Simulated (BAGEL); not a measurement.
**CH3BClFO (SMILES OC(F)BCl): a chain of runs**

Aim: the energy (HF/def2-SVP), then the energy (NEVPT2(2,2)/def2-SVP), then the energy (CASPT2(2,2)/def2-SVP) of CH3BClFO. 

The calculation is run with BAGEL 1.2.2.

**1. The molecule**

CH3BClFO has 8 atoms, charge 0, and is taken as a singlet. As SMILES, `OC(F)BCl`. One bond was lengthened or shortened from a relaxed shape.

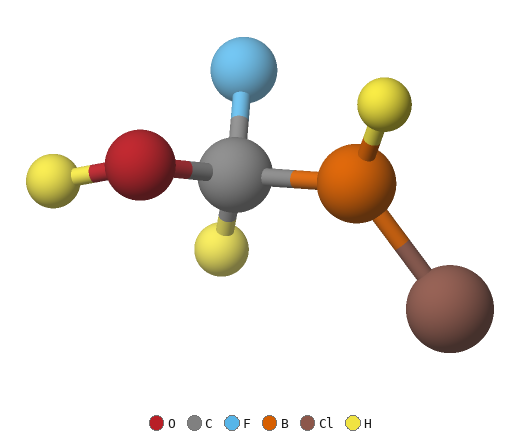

Viewed from a chosen angle; oxygen red, carbon grey, fluorine blue, boron orange, chlorine brown, hydrogen yellow.

**2. A single-point energy at HF/def2-SVP (density fitting with svp-jkfit) (run 1)**

Input file input.json:

```json
{ "bagel": [

{
  "title": "molecule",
  "basis": "svp",
  "df_basis": "svp-jkfit",
  "angstrom": true,
  "geometry": [
    { "atom": "O", "xyz": [      -0.145390,       0.278582,       1.317033 ] },
    { "atom": "C", "xyz": [       0.359010,      -0.009518,       0.068633 ] },
    { "atom": "F", "xyz": [       1.215210,      -1.113718,       0.130533 ] },
    { "atom": "B", "xyz": [      -0.867090,      -0.425018,      -0.853367 ] },
    { "atom": "Cl", "xyz": [      -1.205590,       0.472782,      -2.295867 ] },
    { "atom": "H", "xyz": [       0.620500,       0.802400,       1.920200 ] },
    { "atom": "H", "xyz": [       0.973310,       0.809182,      -0.325267 ] },
    { "atom": "H", "xyz": [      -1.557090,      -1.349918,      -0.568567 ] }
  ]
},

{ "title": "hf" },

{ "title": "print", "file": "orbitals.molden", "orbitals": true }

]}
```

Started as:

```sh
$ BAGEL_NUM_THREADS=1 BAGEL input.json > input.out
```

The program printed:

```text
* using 1 threads per process

  ===============================================================
  ===============================================================

  *** Geometry ***

  { "atom" : "O", "xyz" : [     -0.274747,      0.526444,      2.488832 ] },
  { "atom" : "C", "xyz" : [      0.678431,     -0.017986,      0.129698 ] },
  { "atom" : "F", "xyz" : [      2.296414,     -2.104622,      0.246672 ] },
  { "atom" : "B", "xyz" : [     -1.638563,     -0.803168,     -1.612630 ] },
  { "atom" : "Cl", "xyz" : [     -2.278235,      0.893428,     -4.338560 ] },
  { "atom" : "H", "xyz" : [      1.172575,      1.516316,      3.628652 ] },
  { "atom" : "H", "xyz" : [      1.839289,      1.529132,     -0.614666 ] },
  { "atom" : "H", "xyz" : [     -2.942474,     -2.550975,     -1.074436 ] },

  Number of auxiliary basis functions:      486

  Since a DF basis is specified, we compute 2- and 3-index integrals:
    o Being stored without compression. Storage requirement is 0.031 GB

  Number of basis functions:       89
  Number of electrons      :       48

    * METHOD: MOLECULE                             0.23

  *** RHF ***

  === Nuclear Repulsion ===
   201.7746032706

      * DIIS with orbital gradients will be used.

  === RHF iteration (svp) ===
      0       -697.59552037          0.01590874           0.07
      1       -697.72164686          0.00968902           0.07
      2       -697.77072188          0.00140476           0.07
      3       -697.77256251          0.00029057           0.07
      4       -697.77264434          0.00010841           0.07
      5       -697.77265703          0.00003679           0.07
      6       -697.77265856          0.00001681           0.07
      7       -697.77265881          0.00000377           0.07
      8       -697.77265882          0.00000180           0.07
      9       -697.77265882          0.00000063           0.07
     10       -697.77265882          0.00000023           0.07
     11       -697.77265882          0.00000011           0.07
     12       -697.77265882          0.00000005           0.07
     13       -697.77265882          0.00000002           0.07
     14       -697.77265882          0.00000001           0.07
    * SCF iteration converged.

    * Permanent dipole moment:
           (   -0.265964,    -0.758350,    -0.196333) a.u.

    * METHOD: HF                                   1.27

    * METHOD: PRINT                                0.02

  ===============================================================
```

Run time: 1.6 s. Hardware: 1 thread of Arm Neoverse V1, shared host; peak memory 0.14 GiB.

**3. The energy at NEVPT2(2,2)/def2-SVP (density fitting with svp-jkfit) (run 2)**

Input file input.json:

```json
{ "bagel": [

{
  "title": "molecule",
  "basis": "svp",
  "df_basis": "svp-jkfit",
  "angstrom": true,
  "geometry": [
    { "atom": "O", "xyz": [   -0.145390,    0.278582,    1.317033 ] },
    { "atom": "C", "xyz": [    0.359010,   -0.009518,    0.068633 ] },
    { "atom": "F", "xyz": [    1.215210,   -1.113718,    0.130533 ] },
    { "atom": "B", "xyz": [   -0.867090,   -0.425018,   -0.853367 ] },
    { "atom": "Cl", "xyz": [   -1.205590,    0.472782,   -2.295867 ] },
    { "atom": "H", "xyz": [    0.620500,    0.802400,    1.920200 ] },
    { "atom": "H", "xyz": [    0.973310,    0.809182,   -0.325267 ] },
    { "atom": "H", "xyz": [   -1.557090,   -1.349918,   -0.568567 ] }
  ]
},
{
  "title": "hf"
},
{
  "title": "casscf",
  "nstate": 1,
  "nact": 2,
  "nclosed": 23,
  "active": [11, 26],
  "maxiter": 200,
  "natocc": true
},
{
  "title": "nevpt2",
  "nstate": 1,
  "nact": 2,
  "nclosed": 23,
  "active": [11, 26],
  "maxiter": 200,
  "natocc": true,
  "ncore": 9
},
{
  "title": "print",
  "file": "orbitals.molden",
  "orbitals": true
}

]}
```

Started as:

```sh
$ BAGEL_NUM_THREADS=1 BAGEL input.json > input.out
```

The program printed:

```text
* using 1 threads per process

  ===============================================================
  ===============================================================

  *** Geometry ***

  { "atom" : "O", "xyz" : [     -0.274747,      0.526444,      2.488832 ] },
  { "atom" : "C", "xyz" : [      0.678431,     -0.017986,      0.129698 ] },
  { "atom" : "F", "xyz" : [      2.296414,     -2.104622,      0.246672 ] },
[... 4 lines of this table left out ...]
  { "atom" : "H", "xyz" : [     -2.942474,     -2.550975,     -1.074436 ] },

  Number of auxiliary basis functions:      486

  Since a DF basis is specified, we compute 2- and 3-index integrals:
    o Being stored without compression. Storage requirement is 0.031 GB

[... 18 lines left out ...]
    * SCF iteration converged.
[... 1 line left out ...]
    * Permanent dipole moment:
[... 27 lines left out ...]
    * Second-order optimization converged. *
[... 1 line left out ...]
     guess   0:   closed 1.                   open ..

  === FCI iteration ===

      0  0      -697.77205943     1.05e-01      0.00
      1  0      -697.79944899     4.94e-03      0.00
      2  0 *    -697.79954838     7.22e-16      0.00

     * ci vector, state   0, <S^2> = 0.0000
       2.     0.9914556845
       .2    -0.1304439559

    * METHOD: CASSCF                               6.76

    * freezing 9 orbitals

  === DF-NEVPT2 calculation ===

    * 3-index integral transformation done
    * assembly done

      NEVPT2 correlation energy:   -0.6947654663      0.24

          (+0)     -0.6114156153
          (+0)'    -0.0357314187
          (+1)     -0.0065457961
          (+1)'    -0.0000000000
          (+2)     -0.0005114777
          (-1)     -0.0342108648
          (-1)'     0.0000000000
          (-2)     -0.0063502937

      NEVPT2 total energy:       -698.4943138480

    * METHOD: NEVPT2                               0.37

    * METHOD: PRINT                                0.02

  ===============================================================
```

It took 9 s on 1 thread of Arm Neoverse V1, shared host; peak memory 0.14 GiB.

**4. The energy at CASPT2(2,2)/def2-SVP (density fitting with svp-jkfit) (run 3)**

Input file calc.json:

```json
{ "bagel": [

{
  "title": "molecule",
  "basis": "svp",
  "df_basis": "svp-jkfit",
  "angstrom": true,
  "geometry": [
    { "atom": "O", "xyz": [      -0.145390,       0.278582,       1.317033 ] },
    { "atom": "C", "xyz": [       0.359010,      -0.009518,       0.068633 ] },
    { "atom": "F", "xyz": [       1.215210,      -1.113718,       0.130533 ] },
    { "atom": "B", "xyz": [      -0.867090,      -0.425018,      -0.853367 ] },
    { "atom": "Cl", "xyz": [      -1.205590,       0.472782,      -2.295867 ] },
    { "atom": "H", "xyz": [       0.620500,       0.802400,       1.920200 ] },
    { "atom": "H", "xyz": [       0.973310,       0.809182,      -0.325267 ] },
    { "atom": "H", "xyz": [      -1.557090,      -1.349918,      -0.568567 ] }
  ]
},

{
  "title": "hf"
},

{
  "title": "casscf",
  "nstate": 1,
  "nact": 2,
  "nclosed": 23,
  "active": [11, 26],
  "maxiter": 200,
  "natocc": true
},

{
  "title": "print",
  "file": "orbitals.molden",
  "orbitals": true
},

{
  "title": "smith",
  "method": "caspt2",
  "ms": true,
  "xms": true,
  "sssr": true,
  "shift": 0.2,
  "shift_imag": true,
  "ncore": 9
}

]}
```

Started as:

```sh
$ BAGEL_NUM_THREADS=1 BAGEL calc.json > calc.out
```

The program printed:

```text
* using 1 threads per process

  ===============================================================
  ===============================================================

  *** Geometry ***

  { "atom" : "O", "xyz" : [     -0.274747,      0.526444,      2.488832 ] },
  { "atom" : "C", "xyz" : [      0.678431,     -0.017986,      0.129698 ] },
  { "atom" : "F", "xyz" : [      2.296414,     -2.104622,      0.246672 ] },
[... 4 lines of this table left out ...]
  { "atom" : "H", "xyz" : [     -2.942474,     -2.550975,     -1.074436 ] },

  Number of auxiliary basis functions:      486

  Since a DF basis is specified, we compute 2- and 3-index integrals:
    o Being stored without compression. Storage requirement is 0.031 GB

[... 18 lines left out ...]
    * SCF iteration converged.
[... 1 line left out ...]
    * Permanent dipole moment:
[... 27 lines left out ...]
    * Second-order optimization converged. *
[... 9 lines left out ...]
     * ci vector, state   0, <S^2> = 0.0000
[... 16 lines left out ...]
    * Zeroth order energy : state  0       -1.3825266759
[... 4 lines left out ...]
       #      aibj      arbs      arbi      airj      risj      airs      arst      rist         Etot      error   time
[... 10 lines left out ...]
      ------------------------------------------------------------------------------------------------------------------

    * CASPT2 energy : state  0     -698.4943882370
        w/o shift correction       -698.4917451218
        reference weight              0.8352229846

    * METHOD: SMITH                                1.12

  ===============================================================
```

Wall time 9.6 s (1 thread of Arm Neoverse V1, shared host); peak memory 0.28 GiB.

**5. What came out**

| quantity | value |
| --- | --- |
| run 1, HF/def2-SVP: total energy | -697.77266 Eh |
| run 1, HF/def2-SVP: dipole moment | 2.10 D |
| run 1, HF/def2-SVP: HOMO energy | -12.04 eV |
| run 1, HF/def2-SVP: LUMO energy | 2.15 eV |
| run 1, HF/def2-SVP: HOMO–LUMO gap | 14.19 eV |
| run 2, NEVPT2(2,2)/def2-SVP: total energy | -698.49431 Eh |
| run 3, CASPT2(2,2)/def2-SVP: total energy | -698.49439 Eh |
